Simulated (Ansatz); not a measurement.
```json
{"atom": "O", "x (Å)": "0.4801", "y (Å)": "1.3991", "z (Å)": "0.4612"}
{"atom": "C", "x (Å)": "0.1011", "y (Å)": "0.2151", "z (Å)": "0.1685"}
{"atom": "Si", "x (Å)": "0.2837", "y (Å)": "-1.3549", "z (Å)": "-0.6146"}
{"atom": "F", "x (Å)": "-0.8622", "y (Å)": "-2.3440", "z (Å)": "0.0360"}
{"atom": "H", "x (Å)": "-0.0028", "y (Å)": "2.0847", "z (Å)": "-0.0511"}
```

Theory: RKS B3LYP/def2-SVP in Ansatz.

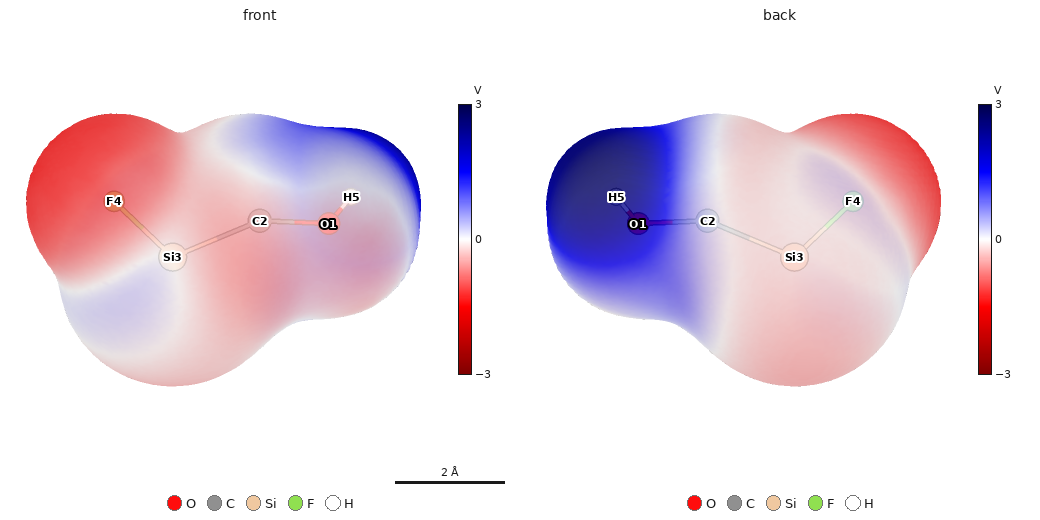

CHFOSi. The molecular electrostatic potential painted on the density surface at 0.001 e/bohr³, seen from the front and from behind; red is negative and blue positive.

Question: Which sites attract a positive test charge, and which a negative one?

Answer: A positive charge is drawn to the negative regions and a negative charge to the positive ones. The most negative region (about −1.2 V) lies over F4, the most positive (about +2.8 V) over H5.
